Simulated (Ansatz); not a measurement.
**AlH3O3···PH3: density, localisation and related maps**

Input file:

```
crystal:
  periodic: [false, false, false]
  atoms:
    - { symbol: Al, position_ang: [0.0, 0.0, 0.0] }
    - { symbol: O, position_ang: [0.0, 0.0, 2.13] }
    - { symbol: H, position_ang: [-0.9095, -0.2814, 2.4671] }
    - { symbol: O, position_ang: [1.5415, 0.0, -0.89] }
    - { symbol: H, position_ang: [1.8414, -0.9519, -1.0449] }
    - { symbol: O, position_ang: [-1.5415, 0.0, -0.89] }
    - { symbol: H, position_ang: [-2.0512, -0.8467, -0.6815] }
    - { symbol: P, position_ang: [0.1156, 2.4456, 0.8135] }
    - { symbol: H, position_ang: [0.6761, 2.4854, 2.1176] }
    - { symbol: H, position_ang: [0.927, 3.2022, -0.0729] }
    - { symbol: H, position_ang: [0.0596, 1.2596, 1.9613] }
basis:
  gaussian: { orbitals: cc-pVDZ }
hamiltonian:
  xc: pbe
  dispersion: d4
relax:
  f_tol: 0.15
  max_steps: 25
  restrain:
    - { distance: [0, 7], at: 3.48, k: 30.0 }
    - { distance: [10, 1], at: 2.21, k: 30.0 }
    - { distance: [0, 1], at: 1.78, k: 30.0 }
    - { distance: [10, 7], at: 1.42, k: 30.0 }
output:
  orbitals: {}
```

Command:

```sh
ansatz run input.yaml --threads 2 --pin off --max-ram 3072MiB --backend cpu --events-out ev --progress --plain --runs-dir out
```

The fields are those of the run's last geometry, not of the input's.

The calculation used RKS PBE-D4/cc-pVDZ (Ansatz 0.2.0).

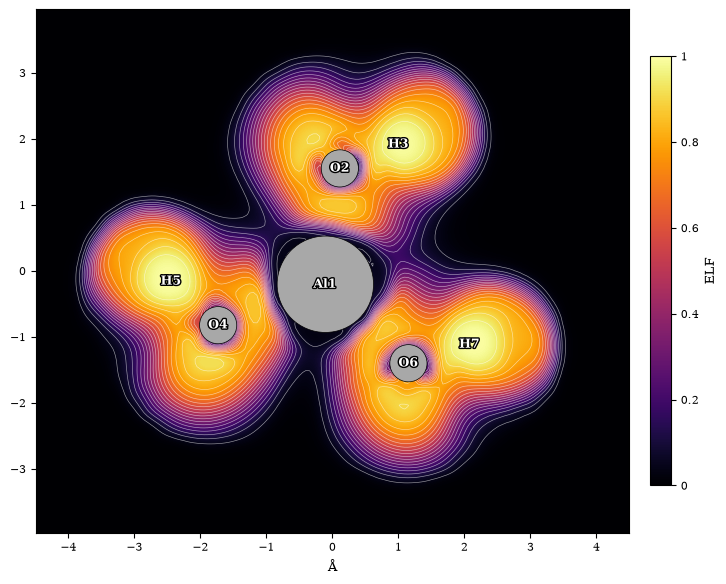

Figure 1. Electron localisation function on the plane of atoms Al1, O4 and H5. Grey discs cover the atomic cores.

**Interpret the plot.**

The plane passes through Al, O and H nuclei. Al–O (1.74 Å): the ELF peaks at about 0.85 in the valence shell of O, 0.7 Å from its nucleus, and is about 0.35 at the midpoint. O–H (0.97 Å): the ELF climbs to about 1 towards the hydrogen, as it does in any bond to H (an ordinary covalent bond to hydrogen). The ELF also peaks beside O6, O4 and O2, away from the bonds: lone-pair regions.

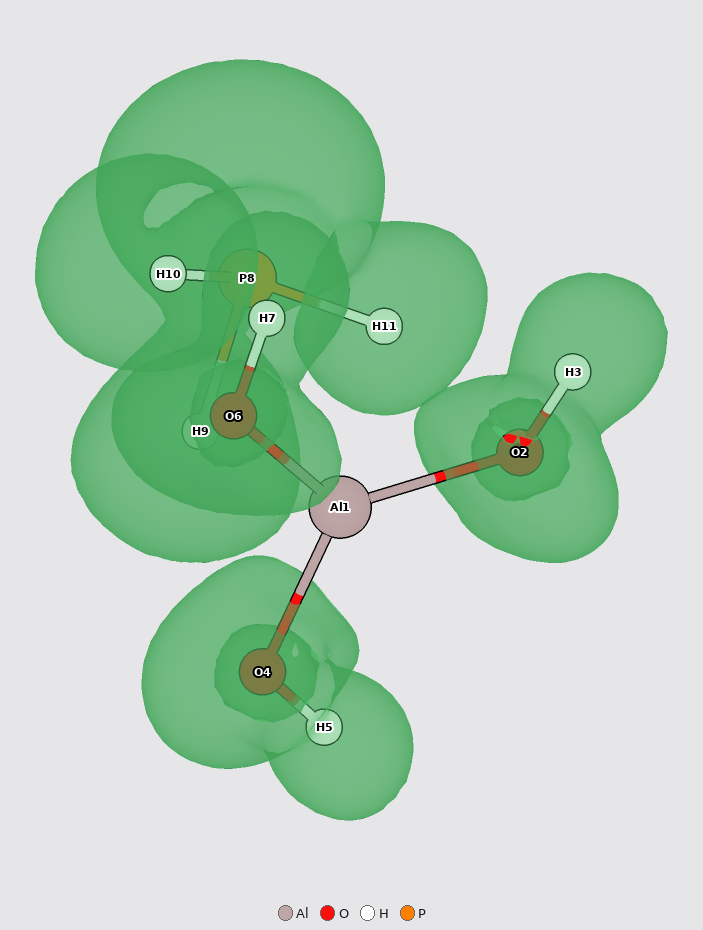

Figure 2. Isosurface of the ELF at 0.75 (green), seen at an oblique angle. Only the valence region is drawn (cores and ρ < 0.01 e/Å³ removed).

**Describe the localisation domains.**

At this value the surface marks out three joined regions spread over several atoms (H, O), in which their bonds and any lone pairs are merged and one joined region spread over several atoms (H, P), in which their bonds and any lone pairs are merged.


Al1···H11 (2.65 Å): the ELF climbs to about 1 towards the hydrogen.

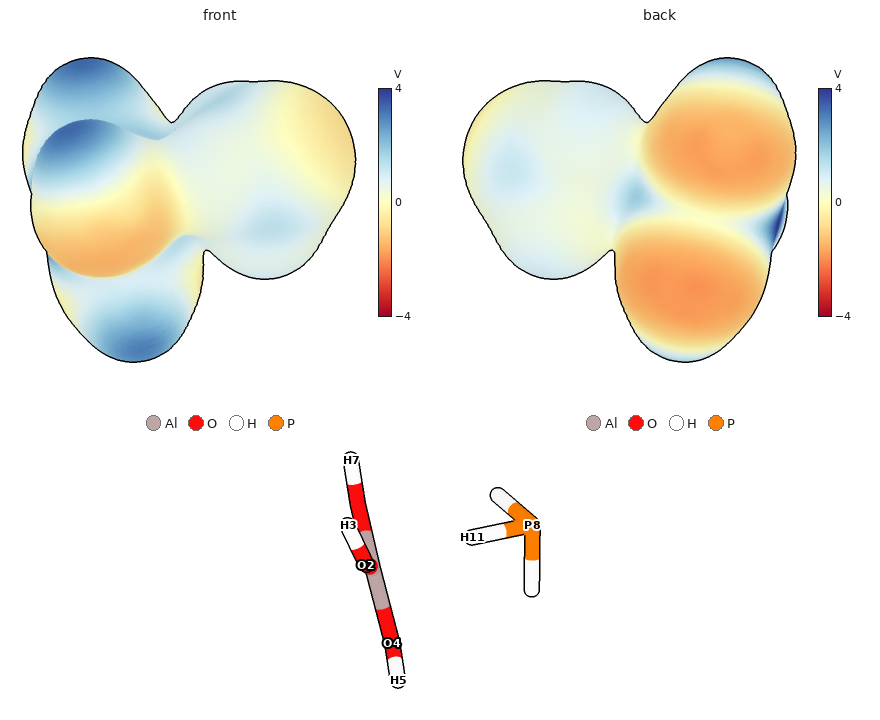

Figure 3. The electrostatic potential painted on the density surface at 0.004 e/bohr³, seen from the front and from behind; the colour scale runs from red (negative) to blue (positive). The bare structure is drawn below in the same view.

**Where is the surface potential most negative and most positive?**

The most negative region (about −1.9 V) lies over O4, the most positive (about +3.6 V) over Al1. O4 is the likeliest acceptor of a hydrogen bond.
